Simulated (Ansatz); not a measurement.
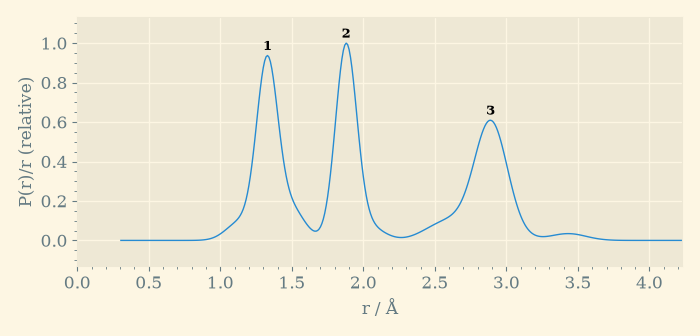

Simulated gas electron diffraction: radial distribution curve of CH₂FSi (charge +1, ignored in the scattering factors). Each pair of atoms contributes with weight ZᵢZⱼ/r; damping constant 0.0015 Å²; vibrational amplitudes assumed, not computed: 0.05 Å for bonds, 0.078 Å for bonds to H, 0.06 + 0.015 r up to 0.15 Å for other pairs. The geometry is the end point of an optimisation (UKS r2SCAN-D4/STO-3G in Ansatz); it may be a saddle point or a higher isomer.

Which pairs of atoms lie under the numbered peaks? Mark bonded pairs by – and others by ···.

Peak 1, 1.33 Å: C–H 1.13 Å, F–C 1.33 Å, Si–H 1.49 Å, not resolved
Peak 2, 1.88 Å: Si–C 1.88 Å, F···H 2.04 Å, not resolved
Peak 3, 2.89 Å: Si···F 2.89 Å; in its flanks Si···H 2.61 Å
